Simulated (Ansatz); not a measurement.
# CH₃AlFNS: basis-set convergence

How large a basis does CH₃AlFNS need? Two functionals are run in growing sets.

Computed with Ansatz 0.2.0, Gaussian basis. Level: one geometry, several basis sets.

Levels to be run: PBE0-D4/def2-SVP; ωB97M-V/def2-SVP; PBE0-D4/def2-QZVPP; ωB97M-V/def2-QZVPP; the functionals' def2-TZVPP values are taken from earlier runs.

### Step 1. The geometry

An earlier PBE0-D4 in a triple-zeta def2 set relaxation fixed the geometry.

SMILES `N=[CH][Al]([F])[SH]`, 8 atoms, charge 0, spin multiplicity 1.

Atoms are counted from 1 here; the program's logs count them from 0.

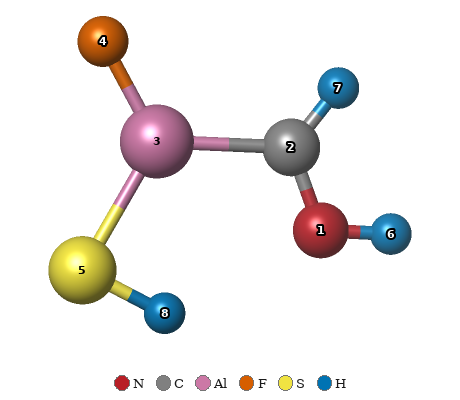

The geometry (nitrogen red, carbon grey, aluminium pink, fluorine orange, sulfur yellow, hydrogen blue); atoms are numbered from 1 in the order of the file.

### Step 2. PBE0-D4 in def2-SVP

File in.yaml:

```yaml
crystal:
  periodic: [false, false, false]
  atoms:
    - {symbol: N, position_ang: [-0.200622, 1.259154, 0.727741]}
    - {symbol: C, position_ang: [0.692900, 0.352591, 0.665267]}
    - {symbol: Al, position_ang: [0.222593, -1.074240, -0.605168]}
    - {symbol: F, position_ang: [1.225567, -2.356526, -0.853317]}
    - {symbol: S, position_ang: [-1.650077, -0.903403, -1.660794]}
    - {symbol: H, position_ang: [0.036660, 2.005883, 1.386975]}
    - {symbol: H, position_ang: [1.608225, 0.405627, 1.273265]}
    - {symbol: H, position_ang: [-1.842947, 0.253814, -0.989672]}
basis:
  gaussian: {orbitals: def2-SVP}
hamiltonian: {xc: pbe0, dispersion: d4}
output: {orbitals: {seedname: orbitals}}
```

Run with:

```
> ansatz run in.yaml --threads 2 --pin off --events-out ev --progress --plain --max-ram 4352MiB
```

After this run come: ωB97M-V in def2-SVP; PBE0-D4 in def2-QZVPP; ωB97M-V in def2-QZVPP.

Q: Predict the results of all the runs planned. Wanted: PBE0-D4: double and triple zeta above quadruple; ωB97M-V: double and triple zeta above quadruple.

**Answer**, as computed:

```
                                       quantity           value
PBE0-D4: double and triple zeta above quadruple  13.34, 0.84 eV
ωB97M-V: double and triple zeta above quadruple  13.42, 0.79 eV
```

What this shows: PBE0-D4 gains 12.50 eV from double to triple zeta, then 0.84 eV more. Total energies overstate the basis error of differences, where much of it tends to cancel.
